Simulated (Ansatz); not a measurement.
**Hypothetical diamond Mg, thickness series**

Start from Mg in the diamond structure (space group Fd-3m, No. 227; a = 6.8713 Å; a hypothetical phase, not in the database extracts checked). Axes: x, y, z lie along the cube axes.

Free-standing slabs (2 atom(s) a layer) normal to [110] with 15 Å of vacuum; in-plane cell held at bulk.

Levels (all Ansatz, a first-principles code, PAW): PBE (420 eV, spin-orbit coupling left out); PBEsol (420 eV, no spin-orbit coupling).

The base cell above is that of PBE; each level relaxes its own structures.

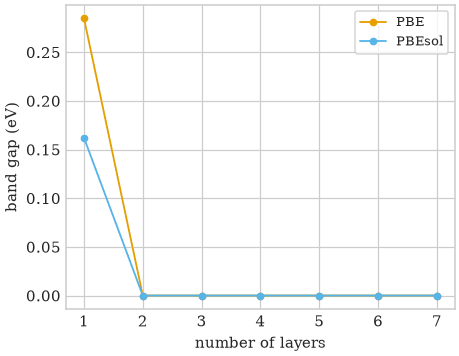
Fig. 1. Band gap under two levels

**Question.** How do the two levels compare along the series?

**Answer.** The two levels differ by at most about 0.12 eV. They put the cases in the same order.

No phonon test of stability was made.
